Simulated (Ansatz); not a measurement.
The calculation's input:

```
crystal:
  lattice:
    - [0.0, 2.4526804143, 2.4526804143]
    - [2.4526804143, 0.0, 2.4526804143]
    - [2.4526804143, 2.4526804143, 0.0]
  atoms:
    - { symbol: Cu, position: [0.5, 0.5, 0.5] }
    - { symbol: Ru, position: [0.0, 0.0, 0.0], spin: 1.04 }
basis:
  ecutwfc: 420
kpoints:
  mp_grid: { grid: [20, 20, 20] }
hamiltonian:
  xc: pbe
scf:
  occupations: { method: gaussian, width: 0.1 }
output:
  forces: true
  stress: true
  eigenvalues: true
  populations: true
  write_density: true
  write_potential: true
  elf: true
  volumetric_format: npy
magnetization:
  spin_polarized: true
relax:
  adjacent_minimum: "off"
  f_tol: 0.01
  max_steps: 80
  cell: { stress_tol: 0.05 }
```

Launched as:

```sh
ansatz run input.yaml --threads 1 --pin off --max-ram 2560MiB --backend cpu --events-out ev --progress --plain --runs-dir out
```

Below, planes, directions and counts refer to the conventional cell (a = 4.94 Å, b = 4.94 Å, c = 4.94 Å, α = 90.00°, β = 90.00°, γ = 90.00°).

The fields are those of the run's last geometry, not of the input's.

Space group Fm-3m; a structure generated by program, which may or may not match a known phase; spin-polarised.

Computed with Ansatz, DFT PBE, scalar-relativistic, plane waves, PAW.

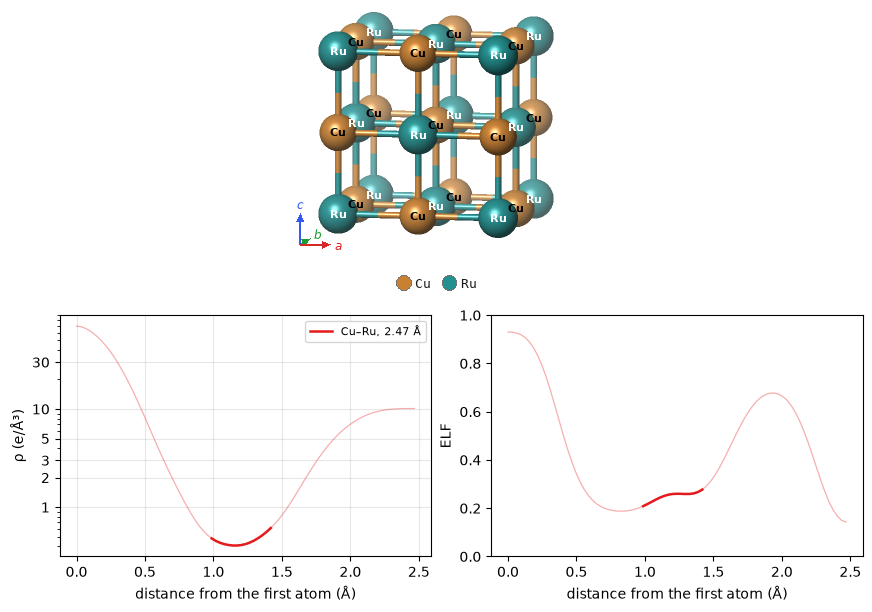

CuRu. Valence electron density and ELF along straight lines between neighbouring atoms. Thin, pale parts lie inside the atomic spheres. The structure is drawn too.

The density is the valence pseudo-density of a PAW calculation; it isn't the true density close to the nuclei.

### What can be read from the curves?

Cu–Ru (2.47 Å): ρ is about 0.42 e/Å³ halfway; the ELF is about 0.25 at the midpoint; no localised pair shows between them.
